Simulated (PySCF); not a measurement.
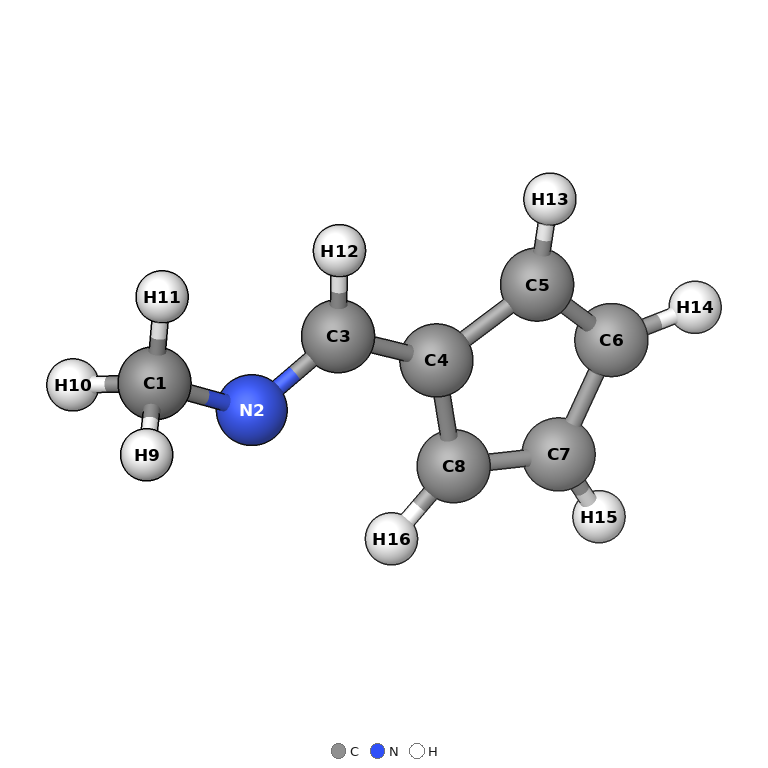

The species is neutral and a spin doublet. The computed structure is the end point of a GFN2-xTB optimisation. No frequency run is at hand to confirm it as a minimum. Level of theory: UKS B3LYP, pcH-1 on C H N, non-relativistic (PySCF 2.14.0). Fermi-contact and spin-dipolar terms alone, no spin-orbit part.

Question: Which nucleus has the largest dipolar (anisotropic) hyperfine coupling?

Answer: 13C at C4: principal values −40.1, −39.5, 79.6 MHz.

List the isotropic and dipolar parts for the most strongly coupled nuclei, one of each equivalent set.

```json
{"atom": "C4", "isotope": "13C", "a_iso (MHz)": "41.9", "dipolar part (MHz)": "−40.1, −39.5, 79.6"}
{"atom": "C6", "isotope": "13C", "a_iso (MHz)": "25.7", "dipolar part (MHz)": "−29.8, −28.0, 57.8"}
{"atom": "N2", "isotope": "14N", "a_iso (MHz)": "13.3", "dipolar part (MHz)": "−15.8, −15.4, 31.2"}
{"atom": "C7", "isotope": "13C", "a_iso (MHz)": "1.4", "dipolar part (MHz)": "−12.4, −11.5, 23.9"}
{"atom": "C3", "isotope": "13C", "a_iso (MHz)": "−35.5", "dipolar part (MHz)": "−22.8, 9.1, 13.8"}
{"atom": "C5", "isotope": "13C", "a_iso (MHz)": "−30.3", "dipolar part (MHz)": "−18.9, 9.3, 9.6"}
{"atom": "H14", "isotope": "1H", "a_iso (MHz)": "−24.7", "dipolar part (MHz)": "−14.8, −1.3, 16.1"}
{"atom": "H15", "isotope": "1H", "a_iso (MHz)": "−11.1", "dipolar part (MHz)": "−7.2, −2.2, 9.3"}
```
